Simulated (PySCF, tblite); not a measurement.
**CH₄N₂OSi+ (doublet): geometry, infrared bands and EPR parameters**

Wanted: the infrared bands and EPR parameters of CH₄N₂OSi+ (doublet) (`N#C[Si@H]([NH2+])O`), by calculation.

Computed with tblite 0.8.0 and PySCF 2.14.0, with density-fitted response routines of our own, on a single molecule in the gas phase. Atoms are numbered from 0 throughout.

### Step 1. The starting structure

9 atoms, charge 1, multiplicity 2; geometry from: force field or distance geometry start.

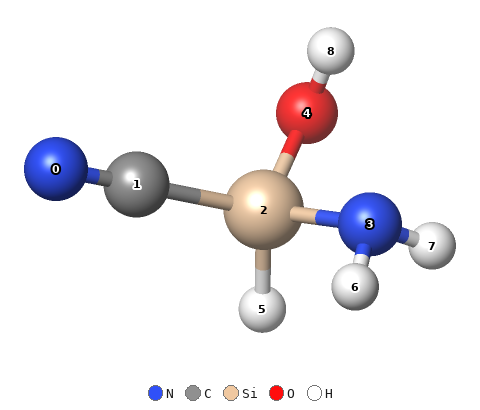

As it starts; nitrogen blue, carbon grey, silicon light orange, oxygen red, hydrogen white, atoms numbered.

### Step 2. Relaxing the molecule with GFN2-xTB

Job settings and geometry (Å):

```
{"job": {"kind": "relax", "xc": "GFN2-xTB", "basis": "xTB"}, "charge": 1, "multiplicity": 2}
N      2.436000    -1.251100     1.339500
C      1.440100    -0.732700     0.976900
Si    -0.138600     0.073100     0.402100
N     -0.568100    -0.308300    -1.210000
O     -0.119600     1.726900     0.319900
H     -1.320100    -0.340600     1.198500
H     -0.685800    -1.320700    -1.274300
H     -1.478800     0.087200    -1.381100
H      0.448400     2.072200    -0.396700
```

Run with:

```console
$ OMP_NUM_THREADS=1 python probes_run.py task.json out
```

The driver reads the jobs from task.json and runs them one after another.

**Question.** This job is followed by: GFN2-xTB harmonic vibrations, gas phase; UKS B3LYP, pcH-1 on C H N O Si, non-relativistic, mean-field spin-orbit, GIAO. Predict these results of the whole session: strongest single infrared mode (GFN2-xTB); zero-point energy (GFN2-xTB); g(iso) (B3LYP); ⟨S²⟩; largest a(iso) (averaged by class).

The runs gave:

```
                                 quantity                 value
strongest single infrared mode (GFN2-xTB)  555 cm⁻¹, 236 km/mol
             zero-point energy (GFN2-xTB)         33.2 kcal/mol
                           g(iso) (B3LYP)               2.00396
                                     ⟨S²⟩    0.757 (exact 0.75)
       largest a(iso) (averaged by class)   1H on H5, 216.9 MHz
```

What this shows: Over 59 steps the energy fell by 1.048 eV; of the close pairs, Si2–O4 changed most, 1.656 to 1.573 Å. All 21 modes are real, so the xTB geometry is a minimum. The strongest single mode, at 555 cm⁻¹, is carried by H6, H7, N3, H5. Unscaled tight-binding wavenumbers are off by several per cent, some by more. Its intensities can rank the bands wrongly. N3 carries the largest spin population, 0.74 e. The isotropic g lies 1.6 ppt above the free-electron value. These values are for one conformer; the search (at its own cheap level) found 1 more, at 0.19 kcal/mol, and measured spectra average over such forms.
